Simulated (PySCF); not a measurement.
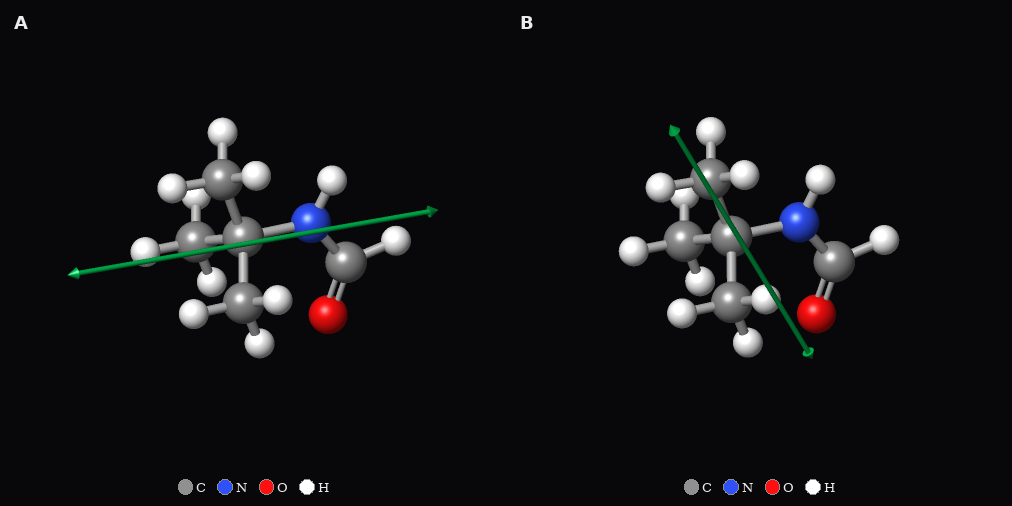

The double arrows show the directions of two transition dipoles from the ground state (lengths mean nothing). The computed structure is the end point of a GFN2-xTB optimisation. No frequency run is at hand to confirm it as a minimum. Method: TDDFT CAM-B3LYP/def2-SVPD, vertical, gas phase, core orbitals frozen in the response (PySCF 2.14.0).

> One belongs to singlet state 3 and one to singlet state 4. Which is which?

A: state 3, 7.08 eV (175 nm), oscillator strength 0.040, mainly HOMO → LUMO (weight 0.59).
B: state 4, 7.57 eV (164 nm), oscillator strength 0.21, mainly HOMO−1 → LUMO+2 (weight 0.73).
